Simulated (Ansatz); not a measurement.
# GeH4 with SbH3: superposition error and deformation

Aim: split the binding of a pair into the counterpoise interaction, the basis-set superposition error and the cost of deforming the fragments.

Method: PBE0-D4 structures, single points in def2-TZVPPD; program: Ansatz 0.2.0, Gaussian basis.

Levels: PBE-D4, revPBE-D4, BLYP-D4, r2SCAN-D4, B97M-V, PBE0-D4, B3LYP-D4, HSE06-D4, wB97X-V, wB97M-V, B2PLYP, Hartree-Fock, MP2, CCSD, CCSD(T).

Cores are frozen in the correlated methods. Filled d shells of the heavier atoms are correlated. Core potentials replace the inner electrons past krypton, and spin-orbit coupling is left out. B3LYP uses VWN-RPA correlation. B2PLYP carries no dispersion term here.

129 further runs of the same task are left out: 129 set aside as unsound or not needed. Runs told in other sessions of the task aren't counted.

## Step 1: The system as given

The relaxed pair: 9 atoms, charge 0, spin multiplicity 1.

Atoms are counted from 1 here; the program's logs count them from 0.

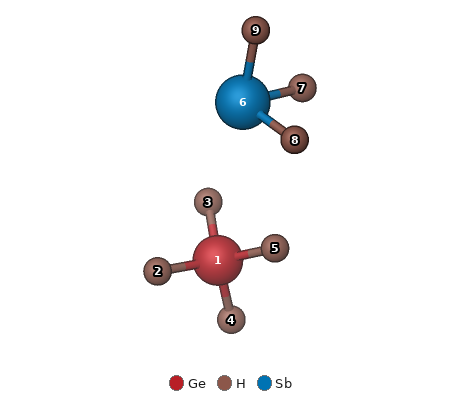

As it starts; germanium red, hydrogen brown, antimony blue; atoms are numbered from 1 in the order of the file.

As a file:

```xyz
9
GeH7Sb
Ge    0.0958   -0.2145   -1.9903
H    -1.1854    0.6054   -2.1851
H     1.2556    0.7197   -1.6223
H     0.4310   -0.9675   -3.2849
H    -0.1161   -1.2287   -0.8560
Sb   -0.3270    0.7145    1.9580
H     1.2127   -0.0167    2.0450
H    -1.0991   -0.7624    2.3273
H    -0.2675    1.1500    3.6084
```

Atoms 1 to 5 are fragment A (GeH4), the rest fragment B (SbH3). From earlier runs, pair energy (eV) and counterpoise interaction (kJ/mol):

| method | E(pair) | interaction |
| --- | --- | --- |
| PBE-D4 | -63159.81095 | -6.26 |
| revPBE-D4 | -63166.26102 | -5.24 |
| BLYP-D4 | -63168.92591 | -5.07 |
| r2SCAN-D4 | -63171.15204 | -3.86 |
| B97M-V | -63158.62108 | -4.52 |
| PBE0-D4 | -63161.84308 | -5.76 |
| B3LYP-D4 | -63173.11015 | -5.45 |
| HSE06-D4 | -63161.76022 | -5.79 |
| wB97X-V | -63163.29506 | -4.67 |
| wB97M-V | -63163.85345 | -4.92 |
| B2PLYP | -63152.94249 | 0.16 |
| MP2 | -63111.75015 | -4.24 |
| CCSD(T) | -63113.06810 | -3.38 |

First each fragment is run alone in its own basis, frozen in the shape it has in the pair (a, b).

## Step 2: PBE-D4/def2-TZVPPD

The input, a/in.yaml:

```yaml
crystal:
  periodic: [false, false, false]
  atoms:
    - {symbol: Ge, position_ang: [0.095761, -0.214550, -1.990319]}
    - {symbol: H, position_ang: [-1.185384, 0.605437, -2.185092]}
    - {symbol: H, position_ang: [1.255584, 0.719711, -1.622290]}
    - {symbol: H, position_ang: [0.431036, -0.967507, -3.284932]}
    - {symbol: H, position_ang: [-0.116115, -1.228722, -0.856031]}
basis:
  gaussian: {orbitals: "def2-TZVPPD.json"}
hamiltonian: {xc: pbe, dispersion: d4}
```

The input, b/in.yaml:

```yaml
crystal:
  periodic: [false, false, false]
  atoms:
    - {symbol: Sb, position_ang: [-0.327033, 0.714522, 1.958011]}
    - {symbol: H, position_ang: [1.212738, -0.016747, 2.045017]}
    - {symbol: H, position_ang: [-1.099098, -0.762359, 2.327253]}
    - {symbol: H, position_ang: [-0.267488, 1.150015, 3.608382]}
basis:
  gaussian: {orbitals: "def2-TZVPPD.json"}
hamiltonian: {xc: pbe, dispersion: d4}
```

The basis file named in the input lies beside it (Basis Set Exchange, JSON).

Each run has its own folder and the same command.

Started as:

```console
$ ansatz run in.yaml --threads 4 --pin off --events-out ev --progress --plain --max-ram 9574MiB
```

a printed:

```text
Functional definition: PBE
  name "PBE"
  cite "Perdew, Burke & Ernzerhof, Phys. Rev. Lett. 77, 3865 (1996) doi:10.1103/PhysRevLett.77.3865"
  parent pbe
  parameter kappa = 0.804
  parameter beta = 0.06672455060314922
  exchange = pbe_x(kappa = kappa, mu = beta*pi^2/3)
  correlation = pbe_c(beta = beta)
609 factors; their error is unknown
mean field evaluation 1: about -56573.2071 eV, gradient 2.5e1 eV
mean field evaluation 2: about -56573.5930 eV, gradient 2.8e1 eV
mean field evaluation 4: about -56574.0715 eV, gradient 5.8e-1 eV
mean field evaluation 8: about -56574.0683 eV, gradient 7.7e-4 eV
mean field -56574.06832553 eV, -2079.0586636826 hartree, gradient 5.4e-5 eV, S^2 0.000000; 0 other end points of the search recorded, 0 dependent functions left out
reference -56574.06835666 eV, -2079.0586648266 hartree; 18, 18 occupied and 104, 104 virtual orbitals, 609 factors
Total energy: -56574.11134107 eV, -2079.0602444745 hartree
```

b printed (excerpt; [...] marks lines left out):

```text
[... 4 set-up lines as earlier in the session ...]
[...]
590 factors; their error is unknown
[...]
mean field -6585.59043386 eV, -242.0159845708 hartree, gradient 1.2e-5 eV, S^2 0.000000; 0 other end points of the search recorded, 0 dependent functions left out
reference -6585.59047022 eV, -242.0159859069 hartree; 13, 13 occupied and 94, 94 virtual orbitals, 590 factors
Total energy: -6585.63231309 eV, -242.0175236040 hartree
```

Times: 0.5 s (a), 0.4 s (b) on 4 threads of AMD EPYC 7R43, shared host; peak memory 0.45 GiB.

## Step 3: r2SCAN-D4/def2-TZVPPD

The same edit goes into each in.yaml of step 2 (a, b):

```diff
-hamiltonian: {xc: pbe, dispersion: d4}
+hamiltonian: {xc: r2scan, dispersion: d4}
```

Each run has its own folder and the same command.

Started as:

```console
$ ansatz run in.yaml --threads 4 --pin off --events-out ev --progress --plain --max-ram 9574MiB
```

Log of a (excerpt; [...] marks lines left out):

```text
Functional definition: r2SCAN
  name "r2SCAN"
  cite "Furness, Kaplan, Ning, Perdew & Sun, J. Phys. Chem. Lett. 11, 8208 (2020) doi:10.1021/acs.jpclett.0c02405"
  cite "Furness, Kaplan, Ning, Perdew & Sun, J. Phys. Chem. Lett. 11, 9248 (2020) doi:10.1021/acs.jpclett.0c03077"
  parent r2scan
[...]
609 factors; their error is unknown
[...]
mean field -56582.67365368 eV, -2079.3749036591 hartree, gradient 2.6e-5 eV, S^2 0.000000; 0 other end points of the search recorded, 0 dependent functions left out
reference -56582.67366255 eV, -2079.3749039851 hartree; 18, 18 occupied and 104, 104 virtual orbitals, 609 factors
Total energy: -56582.68324165 eV, -2079.3752560104 hartree
```

Output in b (excerpt; [...] marks lines left out):

```text
[... 5 set-up lines as earlier in the session ...]
[...]
590 factors; their error is unknown
[...]
mean field -6588.41684811 eV, -242.1198533785 hartree, gradient 2.1e-5 eV, S^2 0.000000; 0 other end points of the search recorded, 0 dependent functions left out
reference -6588.41685916 eV, -242.1198537847 hartree; 13, 13 occupied and 94, 94 virtual orbitals, 590 factors
Total energy: -6588.42577330 eV, -242.1201813733 hartree
```

Times: 0.95 s (a), 0.75 s (b) on 4 threads of AMD EPYC 7R43, shared host; peak memory 0.45 GiB.

## Step 4: PBE0-D4/def2-TZVPPD

Each input of step 3 (a, b) changes in the same lines:

```diff
-hamiltonian: {xc: r2scan, dispersion: d4}
+hamiltonian: {xc: pbe0, dispersion: d4}
+output: {orbitals: {seedname: orbitals}}
```

One command serves all of them, each in its own folder.

Started as:

```console
$ ansatz run in.yaml --threads 4 --pin off --events-out ev --progress --plain --max-ram 9574MiB
```

a printed (excerpt; [...] marks lines left out):

```text
Functional definition: PBE0
  name "PBE0"
  cite "Adamo & Barone, J. Chem. Phys. 110, 6158 (1999) doi:10.1063/1.478522"
[... 2 set-up lines as earlier in the session ...]
[...]
662 factors; their error is unknown
[...]
mean field -56575.72552152 eV, -2079.1195645117 hartree, gradient 4.4e-5 eV, S^2 0.000000; 0 other end points of the search recorded, 0 dependent functions left out
reference -56575.72554581 eV, -2079.1195654046 hartree; 18, 18 occupied and 104, 104 virtual orbitals, 662 factors
Total energy: -56575.76080111 eV, -2079.1208610126 hartree
```

b printed (excerpt; [...] marks lines left out):

```text
[... 5 set-up lines as earlier in the session ...]
[...]
660 factors; their error is unknown
[...]
mean field -6585.98571221 eV, -242.0305107822 hartree, gradient 6.3e-5 eV, S^2 0.000000; 0 other end points of the search recorded, 0 dependent functions left out
reference -6585.98573894 eV, -242.0305117646 hartree; 13, 13 occupied and 94, 94 virtual orbitals, 660 factors
Total energy: -6586.02007920 eV, -242.0317737457 hartree
```

Wall times: 0.6 s (a), 0.45 s (b) on 4 threads of AMD EPYC 7R43, shared host; peak memory 0.45 GiB.

## Step 5: B3LYP-D4/def2-TZVPPD

The same edit goes into each in.yaml of step 4 (a, b):

```diff
-hamiltonian: {xc: pbe0, dispersion: d4}
-output: {orbitals: {seedname: orbitals}}
+hamiltonian: {xc: {name: B3LYP}, dispersion: d4}
```

The same command starts each run, in its folder.

Started as:

```console
$ ansatz run in.yaml --threads 4 --pin off --events-out ev --progress --plain --max-ram 9574MiB
```

a printed (excerpt; [...] marks lines left out):

```text
Functional definition: B3LYP
  name "B3LYP"
  cite "Stephens, Devlin, Chabalowski & Frisch, J. Phys. Chem. 98, 11623 (1994) doi:10.1021/j100096a001"
  cite "Becke, Phys. Rev. A 38, 3098 (1988) doi:10.1103/PhysRevA.38.3098"
  cite "Lee, Yang & Parr, Phys. Rev. B 37, 785 (1988) doi:10.1103/PhysRevB.37.785"
  cite "Vosko, Wilk & Nusair, Can. J. Phys. 58, 1200 (1980) doi:10.1139/p80-159"
[...]
650 factors; their error is unknown
[...]
mean field -56584.52614629 eV, -2079.4429815067 hartree, gradient 1.1e-5 eV, S^2 0.000000; 0 other end points of the search recorded, 0 dependent functions left out
reference -56584.52635396 eV, -2079.4429891385 hartree; 18, 18 occupied and 104, 104 virtual orbitals, 650 factors
Total energy: -56584.59632825 eV, -2079.4455606461 hartree
```

Output in b (excerpt; [...] marks lines left out):

```text
[... 6 set-up lines as earlier in the session ...]
[...]
660 factors; their error is unknown
[...]
mean field -6588.38574844 eV, -242.1187104869 hartree, gradient 8.1e-5 eV, S^2 0.000000; 0 other end points of the search recorded, 0 dependent functions left out
reference -6588.38595688 eV, -242.1187181470 hartree; 13, 13 occupied and 94, 94 virtual orbitals, 660 factors
Total energy: -6588.45480265 eV, -242.1212481822 hartree
```

They took 0.75 s (a), 0.5 s (b) on 4 threads of AMD EPYC 7R43, shared host; peak memory 0.45 GiB.

## Step 6: wB97X-V/def2-TZVPPD

The same edit goes into each in.yaml of step 5 (a, b):

```diff
-hamiltonian: {xc: {name: B3LYP}, dispersion: d4}
+hamiltonian: {xc: {name: wB97X-V}}
```

One command serves all of them, each in its own folder.

Started as:

```console
$ ansatz run in.yaml --threads 4 --pin off --events-out ev --progress --plain --max-ram 9574MiB
```

Output in a (excerpt; [...] marks lines left out):

```text
Functional definition: wB97X-V
  name "wB97X-V"
  cite "Mardirossian & Head-Gordon, Phys. Chem. Chem. Phys. 16, 9904 (2014) doi:10.1039/C3CP54374A"
  cite "Becke, J. Chem. Phys. 107, 8554 (1997) doi:10.1063/1.475007"
  cite "Vydrov & Van Voorhis, J. Chem. Phys. 133, 244103 (2010) doi:10.1063/1.3521275"
[...]
      + integral(e_c_pw_opposite_spin*poly(b97_u_opposite, cos0, cos1)) + vv10(b, c)
650 factors; their error is unknown
179 factors; integrals over basis functions are off by at most 1.2e-5 eV
[...]
mean field -56577.85071825 eV, -2079.1976640510 hartree, gradient 2.2e-5 eV, S^2 0.000000; 0 other end points of the search recorded, 0 dependent functions left out
reference -56577.85071670 eV, -2079.1976639941 hartree; 18, 18 occupied and 104, 104 virtual orbitals, 650 factors
Total energy: -56577.85071670 eV, -2079.1976639941 hartree
```

Log of b (excerpt; [...] marks lines left out):

```text
[... 5 set-up lines as earlier in the session ...]
[...]
      + integral(e_c_pw_opposite_spin*poly(b97_u_opposite, cos0, cos1)) + vv10(b, c)
647 factors; their error is unknown
188 factors; integrals over basis functions are off by at most 2.1e-5 eV
[...]
mean field -6585.39337373 eV, -242.0087427445 hartree, gradient 6.5e-5 eV, S^2 0.000000; 0 other end points of the search recorded, 0 dependent functions left out
reference -6585.39337194 eV, -242.0087426790 hartree; 13, 13 occupied and 94, 94 virtual orbitals, 647 factors
Total energy: -6585.39337194 eV, -242.0087426790 hartree
```

Times: 1.6 s (a), 1.4 s (b) on 4 threads of AMD EPYC 7R43, shared host; peak memory 0.45 GiB.

## Step 7: wB97M-V/def2-TZVPPD

The same edit goes into each in.yaml of step 6 (a, b):

```diff
-hamiltonian: {xc: {name: wB97X-V}}
+hamiltonian: {xc: {name: wB97M-V}}
```

One command serves all of them, each in its own folder.

Started as:

```console
$ ansatz run in.yaml --threads 4 --pin off --events-out ev --progress --plain --max-ram 9574MiB
```

Log of a (excerpt; [...] marks lines left out):

```text
Functional definition: wB97M-V
  name "wB97M-V"
  cite "Mardirossian & Head-Gordon, J. Chem. Phys. 144, 214110 (2016) doi:10.1063/1.4952647"
[... 2 set-up lines as earlier in the session ...]
  # Of w^i u^j: cxij and so on, Table III.
[...]
  gx(w, u) = 1 - cx + cx01*u + cx10*w
[...]
      + integral(e_c_pw_mod_opposite_spin*gos(b97_w_opposite, b97_u_opposite)) + vv10(b, c)
650 factors; their error is unknown
179 factors; integrals over basis functions are off by at most 1.2e-5 eV
[...]
mean field -56579.32463294 eV, -2079.2518294170 hartree, gradient 1.2e-5 eV, S^2 0.000000; 0 other end points of the search recorded, 0 dependent functions left out
reference -56579.32467127 eV, -2079.2518308254 hartree; 18, 18 occupied and 104, 104 virtual orbitals, 650 factors
Total energy: -56579.32467127 eV, -2079.2518308254 hartree
```

b printed (excerpt; [...] marks lines left out):

```text
[... 5 set-up lines as earlier in the session ...]
  # Of w^i u^j: cxij and so on, Table III.
[...]
  gx(w, u) = 1 - cx + cx01*u + cx10*w
[...]
      + integral(e_c_pw_mod_opposite_spin*gos(b97_w_opposite, b97_u_opposite)) + vv10(b, c)
640 factors; their error is unknown
188 factors; integrals over basis functions are off by at most 2.1e-5 eV
[...]
mean field -6584.47453319 eV, -241.9749759776 hartree, gradient 3.5e-5 eV, S^2 0.000000; 0 other end points of the search recorded, 0 dependent functions left out
reference -6584.47457754 eV, -241.9749776076 hartree; 13, 13 occupied and 94, 94 virtual orbitals, 640 factors
Total energy: -6584.47457754 eV, -241.9749776076 hartree
```

They took 1.7 s (a), 1.8 s (b) on 4 threads of AMD EPYC 7R43, shared host; peak memory 0.45 GiB.

## Step 8: B2PLYP/def2-TZVPPD

Each input of step 7 (a, b) changes in the same lines:

```diff
-hamiltonian: {xc: {name: wB97M-V}}
+hamiltonian: {xc: {name: B2PLYP}}
```

Each run has its own folder and the same command.

Started as:

```console
$ ansatz run in.yaml --threads 4 --pin off --events-out ev --progress --plain --max-ram 9574MiB
```

a printed (excerpt; [...] marks lines left out):

```text
Functional definition: B2PLYP
  name "B2PLYP"
  cite "Grimme, J. Chem. Phys. 124, 034108 (2006) doi:10.1063/1.2148954"
[... 2 set-up lines as earlier in the session ...]
[...]
694 factors; integrals over basis functions are off by at most 5.0e-4 eV
[...]
mean field -56570.31331185 eV, -2078.9206694749 hartree, gradient 3.0e-6 eV, S^2 0.000000; 0 other end points of the search recorded, 0 dependent functions left out
9 core orbitals not correlated: weight in the atoms' cores, before any rotation towards them, 1.000 or more for the frozen orbitals, at most 0.000 for the correlated occupied ones
reference -56570.31344578 eV, -2078.9206743967 hartree; 9, 9 occupied and 104, 104 virtual orbitals, 694 factors
second order -9.30332016 eV of doubles, -0.00000000 eV of singles
Total energy: -56572.82534222 eV, -2079.0129848884 hartree
```

Log of b (excerpt; [...] marks lines left out):

```text
[... 5 set-up lines as earlier in the session ...]
[...]
764 factors; integrals over basis functions are off by at most 9.2e-4 eV
[...]
mean field -6576.87586710 eV, -241.6957301494 hartree, gradient 1.1e-6 eV, S^2 0.000000; 0 other end points of the search recorded, 0 dependent functions left out
4 core orbitals not correlated: weight in the atoms' cores, before any rotation towards them, 1.000 or more for the frozen orbitals, at most 0.000 for the correlated occupied ones
reference -6576.87599772 eV, -241.6957349496 hartree; 9, 9 occupied and 94, 94 virtual orbitals, 764 factors
second order -11.96915722 eV of doubles, -0.00000000 eV of singles
Total energy: -6580.10767017 eV, -241.8144967217 hartree
```

Wall times: 0.95 s (a), 1.1 s (b) on 4 threads of AMD EPYC 7R43, shared host; peak memory 0.45 GiB.

## Step 9: BLYP-D4/def2-TZVPPD

The same edit goes into each in.yaml of step 8 (a, b):

```diff
-hamiltonian: {xc: {name: B2PLYP}}
+hamiltonian: {xc: {name: BLYP}, dispersion: d4}
```

Each run has its own folder and the same command.

Started as:

```console
$ ansatz run in.yaml --threads 4 --pin off --events-out ev --progress --plain --max-ram 9574MiB
```

a printed (excerpt; [...] marks lines left out):

```text
Functional definition: BLYP
  name "BLYP"
[... 2 set-up lines as earlier in the session ...]
[...]
609 factors; their error is unknown
[...]
mean field -56584.23871054 eV, -2079.4324184379 hartree, gradient 6.7e-5 eV, S^2 0.000000; 0 other end points of the search recorded, 0 dependent functions left out
reference -56584.23897931 eV, -2079.4324283148 hartree; 18, 18 occupied and 104, 104 virtual orbitals, 609 factors
Total energy: -56584.33777744 eV, -2079.4360590791 hartree
```

Log of b (excerpt; [...] marks lines left out):

```text
[... 4 set-up lines as earlier in the session ...]
[...]
590 factors; their error is unknown
[...]
mean field -6584.43650764 eV, -241.9735785645 hartree, gradient 2.1e-5 eV, S^2 0.000000; 0 other end points of the search recorded, 0 dependent functions left out
reference -6584.43678996 eV, -241.9735889393 hartree; 13, 13 occupied and 94, 94 virtual orbitals, 590 factors
Total energy: -6584.53295502 eV, -241.9771229401 hartree
```

Times: 0.5 s (a), 0.6 s (b) on 4 threads of AMD EPYC 7R43, shared host; peak memory 0.45 GiB.

## Step 10: revPBE-D4/def2-TZVPPD

Each input of step 9 (a, b) changes in the same lines:

```diff
-hamiltonian: {xc: {name: BLYP}, dispersion: d4}
+hamiltonian: {xc: {name: revPBE}, dispersion: d4}
```

Each run has its own folder and the same command.

Started as:

```console
$ ansatz run in.yaml --threads 4 --pin off --events-out ev --progress --plain --max-ram 9574MiB
```

Output in a (excerpt; [...] marks lines left out):

```text
Functional definition: revPBE
  name "revPBE"
  cite "Zhang & Yang, Phys. Rev. Lett. 80, 890 (1998) doi:10.1103/PhysRevLett.80.890"
[... 1 set-up line as earlier in the session ...]
[...]
609 factors; their error is unknown
[...]
mean field -56578.65359556 eV, -2079.2271692479 hartree, gradient 6.2e-5 eV, S^2 0.000000; 0 other end points of the search recorded, 0 dependent functions left out
reference -56578.65363350 eV, -2079.2271706422 hartree; 18, 18 occupied and 104, 104 virtual orbitals, 609 factors
Total energy: -56578.80058887 eV, -2079.2325711524 hartree
```

Log of b (excerpt; [...] marks lines left out):

```text
[... 4 set-up lines as earlier in the session ...]
[...]
590 factors; their error is unknown
[...]
mean field -6587.26578517 eV, -242.0775525959 hartree, gradient 2.0e-5 eV, S^2 0.000000; 0 other end points of the search recorded, 0 dependent functions left out
reference -6587.26583149 eV, -242.0775542982 hartree; 13, 13 occupied and 94, 94 virtual orbitals, 590 factors
Total energy: -6587.40368787 eV, -242.0826204267 hartree
```

Times: 0.45 s (a), 0.55 s (b) on 4 threads of AMD EPYC 7R43, shared host; peak memory 0.45 GiB.

## Step 11: B97M-V/def2-TZVPPD

Each input of step 10 (a, b) changes in the same lines:

```diff
-hamiltonian: {xc: {name: revPBE}, dispersion: d4}
+hamiltonian: {xc: {name: B97M-V}}
```

The same command starts each run, in its folder.

Started as:

```console
$ ansatz run in.yaml --threads 4 --pin off --events-out ev --progress --plain --max-ram 9574MiB
```

Log of a (excerpt; [...] marks lines left out):

```text
Functional definition: B97M-V
  name "B97M-V"
  cite "Mardirossian & Head-Gordon, J. Chem. Phys. 142, 074111 (2015) doi:10.1063/1.4907719"
[... 2 set-up lines as earlier in the session ...]
  # Of w^i u^j: cxij and so on, Table III.
[...]
  gx(w, u) = cx00 + cx01*u + cx02*u^2 + (cx10 + cx11*u)*w
[...]
  gos(w, u) = cos00 + cos01*u + cos03*u^3 + cos10*w + cos32*w^3*u^2
[...]
      + integral(e_c_pw_mod_opposite_spin*gos(b97_w_opposite, b97_u_opposite)) + vv10(b, c)
609 factors; their error is unknown
[...]
mean field -56572.57418562 eV, -2079.0037550535 hartree, gradient 2.9e-5 eV, S^2 0.000000; 0 other end points of the search recorded, 0 dependent functions left out
reference -56572.57423078 eV, -2079.0037567131 hartree; 18, 18 occupied and 104, 104 virtual orbitals, 609 factors
Total energy: -56572.57423078 eV, -2079.0037567131 hartree
```

Log of b (excerpt; [...] marks lines left out):

```text
[... 5 set-up lines as earlier in the session ...]
  # Of w^i u^j: cxij and so on, Table III.
[...]
  gx(w, u) = cx00 + cx01*u + cx02*u^2 + (cx10 + cx11*u)*w
[...]
  gos(w, u) = cos00 + cos01*u + cos03*u^3 + cos10*w + cos32*w^3*u^2
[...]
      + integral(e_c_pw_mod_opposite_spin*gos(b97_w_opposite, b97_u_opposite)) + vv10(b, c)
590 factors; their error is unknown
[...]
mean field -6585.99696011 eV, -242.0309241350 hartree, gradient 1.9e-5 eV, S^2 0.000000; 0 other end points of the search recorded, 0 dependent functions left out
reference -6585.99701291 eV, -242.0309260753 hartree; 13, 13 occupied and 94, 94 virtual orbitals, 590 factors
Total energy: -6585.99701291 eV, -242.0309260753 hartree
```

They took 1.6 s (a), 1.7 s (b) on 4 threads of AMD EPYC 7R43, shared host; peak memory 0.45 GiB.

[end of part 1 of 3]
